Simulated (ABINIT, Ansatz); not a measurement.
**Quasiparticle gap of H6PbCNCl3 (Pm) in ABINIT**

Aim: the G0W0 gap of H6PbCNCl3 (Pm) on PBEsol, step by step.

Main program and level: ABINIT 10.8.3; PBEsol and many-body steps on it, plane waves.

### 1. The structure

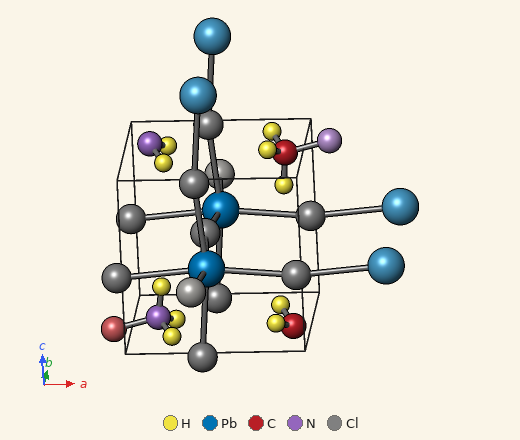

The cell as given, slightly off an axis (hydrogen yellow, lead blue, carbon red, nitrogen purple, chlorine grey). Some periodic images of atoms are drawn too.

The cell and positions are those that the Materials Project relaxed with its own functionals (PBE, PBE+U or r2SCAN), kept fixed. Spin-orbit coupling is left out unless a step names it.

### 2. Ground state

This step: ABINIT 10.8.3; DFT, PBEsol, plane waves, norm-conserving pseudopotentials.

The ground-state density comes first.

run.abi reads:

```
acell 3*1.0 Angstrom
rprim 
  5.752832000000 0.000000000000 0.000000000000
  0.000000000000 5.764671000000 0.000000000000
  -0.002604000000 0.000000000000 5.855201000000
ntypat 5
znucl 1 82 6 7 17
natom 12
typat 1 1 1 1 1 1 2 3 4 5 5 5
xred 
  0.879476000000 0.500000000000 0.790423000000
  0.813252000000 0.344072000000 0.047387000000
  0.813252000000 0.655928000000 0.047387000000
  0.229661000000 0.354316000000 0.978538000000
  0.229661000000 0.645684000000 0.978538000000
  0.170957000000 0.500000000000 0.216412000000
  0.473988000000 0.000000000000 0.483874000000
  0.894268000000 0.500000000000 0.976848000000
  0.144932000000 0.500000000000 0.040731000000
  0.427891000000 0.000000000000 0.975558000000
  0.429192000000 0.500000000000 0.520036000000
  0.971826000000 0.000000000000 0.439660000000
pp_dirpath "pseudos"
pseudos "H.upf, Pb.upf, C.upf, N.upf, Cl.upf"
ecut 37
ngkpt 4 4 4
nshiftk 1
shiftk 0 0 0
kptopt 1
chksymbreak 0
nband 39
occopt 1
tolvrs 1e-10
nstep 60
prtwf 0
optforces 0
optstress 0
indata_prefix "in"
outdata_prefix "out"
tmpdata_prefix "tmp"
```

Started as:

```sh
OMP_NUM_THREADS=1 mpirun -n 16 abinit run.abi > log
```

Numbers of over 12 decimals in the logs are rounded to 6 here.

The program printed:

```text
.Version 10.8.3 of ABINIT. v10.8.2 released Aug 2026.

 Symmetries : space group Pm (#  6); Bravais mP (primitive monocl.)
================================================================================
 Values of the parameters that define the memory need of the present run
     intxc =       0    ionmov =       0      iscf =       7    lmnmax =       6
     lnmax =       6     mgfft =      64  mpssoang =       3    mqgrid =    3030
     natom =      12  nloc_mem =       1    nspden =       1   nspinor =       1
    nsppol =       1      nsym =       2    n1xccc =    2501    ntypat =       5
    occopt =       1   xclevel =       2
-    mband =          39        mffmem =           1         mkmem =           2
       mpw =       14106          nfft =      230400          nkpt =          30
================================================================================
  Rough estimation (10% accuracy) of disk space for files :
================================================================================

--------------------------------------------------------------------------------
------------- Echo of variables that govern the present computation ------------
--------------------------------------------------------------------------------
 -outvars: echo values of preprocessed input variables --------
            acell      1.8897261259E+00  1.8897261259E+00  1.8897261259E+00 Bohr

      chksymbreak           0
             ecut      3.70000000E+01 Hartree
-          fftalg         312

              ixc     -116133
              kpt      0.00000000E+00  0.00000000E+00  0.00000000E+00
                       2.50000000E-01  0.00000000E+00  0.00000000E+00
                       5.00000000E-01  0.00000000E+00  0.00000000E+00
                       0.00000000E+00  2.50000000E-01  0.00000000E+00
                       2.50000000E-01  2.50000000E-01  0.00000000E+00
                       5.00000000E-01  2.50000000E-01  0.00000000E+00
                       0.00000000E+00  5.00000000E-01  0.00000000E+00
                       2.50000000E-01  5.00000000E-01  0.00000000E+00
                       5.00000000E-01  5.00000000E-01  0.00000000E+00
   [... 19 further rows ...]
                       2.50000000E-01  5.00000000E-01  5.00000000E-01
                       5.00000000E-01  5.00000000E-01  5.00000000E-01
         kptrlatt        4    0    0      0    4    0      0    0    4
          kptrlen      4.34851077E+01
P           mkmem           2
            natom          12
            nband          39
            ngfft          60      60      64
             nkpt          30
            nstep          60
             nsym           2
           ntypat           5
              occ      2.000000  2.000000  2.000000  2.000000  2.000000  2.000000
                       2.000000  2.000000  2.000000  2.000000  2.000000  2.000000
                       2.000000  2.000000  2.000000  2.000000  2.000000  2.000000
                       2.000000  2.000000  2.000000  2.000000  2.000000  2.000000
                       2.000000  2.000000  2.000000  2.000000  2.000000  0.000000
                       0.000000  0.000000  0.000000  0.000000  0.000000  0.000000
[...]
optforces           0
        optstress           0
            prtwf           0
            rprim      5.7528320000E+00  0.0000000000E+00  0.0000000000E+00
[...]
spgroup           6

           tolvrs      1.00000000E-10

             xred      8.7947600000E-01  5.0000000000E-01  7.9042300000E-01
[...]
znucl        1.00000   82.00000    6.00000    7.00000   17.00000

================================================================================

 chkinp: Checking input parameters for consistency.

================================================================================
== DATASET  1 ==================================================================
-   mpi_nproc: 16, omp_nthreads: 1 (-1 if OMP is not activated)

--- !DatasetInfo
iteration_state: {dtset: 1, }
dimensions: {natom: 12, nkpt: 30, mband: 39, nsppol: 1, nspinor: 1, nspden: 1, mpw: 14106, }
cutoff_energies: {ecut:  37.0, pawecutdg:  -1.0, }
electrons: {nelect:   5.80000000E+01, charge:   0.00000000E+00, occopt:   1.00000000E+00, tsmear:   1.00000000E-02, }

 Real(R)+Recip(G) space primitive vectors, cartesian coordinates (Bohr,Bohr^-1):
 R(1)= 10.8712769  0.0000000  0.0000000  G(1)=  0.0919855  0.0000000  0.0000409
 R(2)=  0.0000000 10.8936494  0.0000000  G(2)=  0.0000000  0.0917966  0.0000000
 R(3)= -0.0049208  0.0000000 11.0647263  G(3)=  0.0000000  0.0000000  0.0903773
 Unit cell volume ucvol=  1.3103721E+03 bohr^3
 Angles (23,13,12)=  9.00000000E+01  9.00254813E+01  9.00000000E+01 degrees

 getcut: wavevector=  0.0000  0.0000  0.0000  ngfft=  60  60  64
         ecut(hartree)=     37.000   => boxcut(ratio)=   2.01146

--- Pseudopotential description ------------------------------------------------
- H Generated using ONCVPSP code by D. R. Hamann
-  1.00000   1.00000  180301                  znucl, zion, pspdat
12 -116133 1 -1 1180                          pspcod,pspxc,lmax,lloc,mmax
     nproj     2     1     0
  pspatm : epsatm=    0.35585368
         --- l  ekb(1:nproj) -->
[...]
1   -0.494138
[...]
--------------------------------------------------------------------------------

_setup2: Arith. and geom. avg. npw (full set) are   14085.578   14085.569

================================================================================

--- !BeginCycle
iteration_state: {dtset: 1, }
solver: {iscf: 7, nstep: 60, nline: 4, wfoptalg: 0, }
tolerances: {tolvrs: 1.00E-10, }

     iter   Etot(hartree)      deltaE(h)  residm     vres2
 ETOT  1  -278.22386680516    -2.782E+02 1.634E-01 1.185E+03
 ETOT  2  -278.68591519014    -4.620E-01 7.453E-03 1.364E+02
 ETOT  3  -278.71771292105    -3.180E-02 1.256E-02 4.403E+01
 ETOT  4  -278.71984699982    -2.134E-03 2.653E-03 9.635E+00
 ETOT  5  -278.72018980805    -3.428E-04 2.212E-03 2.972E+00
 ETOT  6  -278.72033032194    -1.405E-04 1.147E-03 5.166E-01
 ETOT  7  -278.72034502915    -1.471E-05 3.190E-03 2.411E-02
 ETOT  8  -278.72034687361    -1.844E-06 7.746E-04 2.515E-03
 ETOT  9  -278.72034698316    -1.096E-07 1.424E-03 1.776E-04
 ETOT 10  -278.72034699058    -7.416E-09 4.513E-04 1.635E-05
 ETOT 11  -278.72034699089    -3.100E-10 5.726E-04 4.588E-06
 ETOT 12  -278.72034699102    -1.288E-10 7.037E-04 9.723E-07
 ETOT 13  -278.72034699104    -2.478E-11 7.130E-04 2.401E-07
 ETOT 14  -278.72034699103     1.035E-11 5.944E-04 2.764E-08
 ETOT 15  -278.72034699107    -3.314E-11 5.020E-04 4.457E-09
 ETOT 16  -278.72034699105     1.847E-11 3.264E-04 6.169E-10
 ETOT 17  -278.72034699105     7.390E-13 2.539E-04 8.850E-11

 At SCF step   17       vres2   =  8.85E-11 < tolvrs=  1.00E-10 =>converged.

--- !ResultsGS
iteration_state: {dtset: 1, }
comment   : Summary of ground state results
lattice_vectors:
- [ 10.8712769,   0.0000000,   0.0000000, ]
- [  0.0000000,  10.8936494,   0.0000000, ]
- [ -0.0049208,   0.0000000,  11.0647263, ]
lattice_lengths: [  10.87128,   10.89365,   11.06473, ]
lattice_angles: [ 90.000,  90.025,  90.000, ] # degrees, (23, 13, 12)
lattice_volume:   1.3103721E+03
convergence: {deltae:  7.390E-13, res2:  8.850E-11, residm:  2.539E-04, diffor:  0.000E+00, }
etotal    :  -2.78720347E+02
entropy   :   0.00000000E+00
fermie    :   2.30585635E-02
cartesian_stress_tensor: null
pressure_GPa: null
xred      :
- [  8.7948E-01,   5.0000E-01,   7.9042E-01,  H]
- [  8.1325E-01,   3.4407E-01,   4.7387E-02,  H]
- [  8.1325E-01,   6.5593E-01,   4.7387E-02,  H]
- [  2.2966E-01,   3.5432E-01,   9.7854E-01,  H]
- [  2.2966E-01,   6.4568E-01,   9.7854E-01,  H]
- [  1.7096E-01,   5.0000E-01,   2.1641E-01,  H]
- [  4.7399E-01,   0.0000E+00,   4.8387E-01, Pb]
- [  8.9427E-01,   5.0000E-01,   9.7685E-01,  C]
- [  1.4493E-01,   5.0000E-01,   4.0731E-02,  N]
- [  4.2789E-01,   0.0000E+00,   9.7556E-01, Cl]
- [  4.2919E-01,   5.0000E-01,   5.2004E-01, Cl]
- [  9.7183E-01,   0.0000E+00,   4.3966E-01, Cl]
cartesian_forces: null
force_length_stats: {min: null, max: null, mean: null, }

 Integrated electronic density in atomic spheres:
 ------------------------------------------------
 Atom  Sphere_radius  Integrated_density
[...]
================================================================================

 ----iterations are completed or convergence reached----

 Mean square residual over all n,k,spin=   77.043E-08; max=  25.388E-05
 reduced coordinates (array xred) for   12 atoms
[...]
0.894268000000      0.500000000000      0.976848000000
       0.144932000000      0.500000000000      0.040731000000
       0.427891000000      0.000000000000      0.975558000000
       0.429192000000      0.500000000000      0.520036000000
       0.971826000000      0.000000000000      0.439660000000
 rms dE/dt=  0.0000E+00; max dE/dt=  0.0000E+00; dE/dt below (all hartree)
    1       0.000000000000      0.000000000000      0.000000000000
    2       0.000000000000      0.000000000000      0.000000000000
    3       0.000000000000      0.000000000000      0.000000000000
    4       0.000000000000      0.000000000000      0.000000000000
    5       0.000000000000      0.000000000000      0.000000000000
    6       0.000000000000      0.000000000000      0.000000000000
    7       0.000000000000      0.000000000000      0.000000000000
    8       0.000000000000      0.000000000000      0.000000000000
    9       0.000000000000      0.000000000000      0.000000000000
   10       0.000000000000      0.000000000000      0.000000000000
[...]
cartesian coordinates (angstrom) at end:
[...]
8      5.142030     2.882335     5.719641
    9      0.833663     2.882335     0.238488
   10      2.459045     0.000000     5.712088
   11      2.467715     2.882335     3.044915
   12      5.589607     0.000000     2.574298
 length scales=  1.889726125908  1.889726125908  1.889726125908 bohr
              =  1.000000000000  1.000000000000  1.000000000000 angstroms
 prteigrs : about to open file out_EIG
 Fermi (or HOMO) energy (hartree) =   0.02306   Average Vxc (hartree)=  -0.29285
 Eigenvalues (hartree) for nkpt=  30  k points:
 kpt#   1, nband= 39, wtk=  0.01563, kpt=  0.0000  0.0000  0.0000 (reduced coord)
  -5.08766   -2.94317   -2.94286   -2.94218   -0.67869   -0.57280   -0.57152   -0.56838
  -0.56756   -0.56724   -0.49554   -0.47703   -0.46360   -0.42362   -0.29521   -0.28891
  -0.22029   -0.20982   -0.13893   -0.13859   -0.10951   -0.10925   -0.10202   -0.05003
  -0.04538   -0.04397   -0.03885   -0.02663   -0.02565    0.18745    0.22214    0.22828
   0.24399    0.24991    0.26297    0.26694    0.30413    0.30890    0.32337
 prteigrs : prtvol=0 or 1, do not print more k-points.

--- !EnergyTerms
iteration_state     : {dtset: 1, }
comment             : Components of total free energy in Hartree
kinetic             :  9.02173692799742E+01
hartree             :  1.02596177164623E+02
xc                  : -5.41799089222979E+01
Ewald energy        : -1.26206940000036E+02
psp_core            :  2.91515838356355E+00
local_psp           : -3.12454514162136E+02
non_local_psp       :  1.83923112652613E+01
total_energy        : -2.78720346991047E+02
total_energy_eV     : -7.58436701658724E+03
band_energy         : -4.21652592022668E+01

== END DATASET(S) ==============================================================
================================================================================

 -outvars: echo values of variables after computation  --------
           etotal     -2.7872034699E+02
            nband          39
             nkpt          30
          spgroup           6
 [... the other variables as echoed above ...]

 Calculation completed.
```

Wall time 2.4 min (16 MPI ranks of Intel Xeon Platinum 8259CL at 2.50GHz (Skylake/Cascade Lake), shared host); peak memory 2.5 GiB; 38 min of CPU time.

Numbers from this step:

* total energy: -7584.3670 eV
* gap: 2.463 eV
* k of the valence top: 0.5, 0.5, 0.5
* k of the conduction bottom: 0.5, 0.5, 0.5
* least direct gap: 2.463 eV

The gap is direct, at (0.500, 0.500, 0.500).

(Continued in part 2 of 3.)

[Paths, hosts, dates, memory and timing lines, banners, echoed tables and standing remarks are left out of the program output.]

[Logs are printed without paths, hosts, clocks, repeated set-up lines and the standing remarks that a program may print on its own settings, such as how far it seeks lower states.]

[Runs of the session that timed out or met a known fault of the program may be left out.]

[Hosts, paths, dates, database ids (printed as entryN), source tags and the programs' standing remarks are cut or masked in the printed files.]

[G0W0 gaps are taken among the corrected bands and points alone; a level outside them can change the order at an edge.]

[Where Ansatz stands beside ABINIT at settings called matched, ABINIT's density can come from a denser mesh and the files from another edition; pairs whose starting gaps differed by over 0.03 eV were left out, so agreement reads better than it is.]
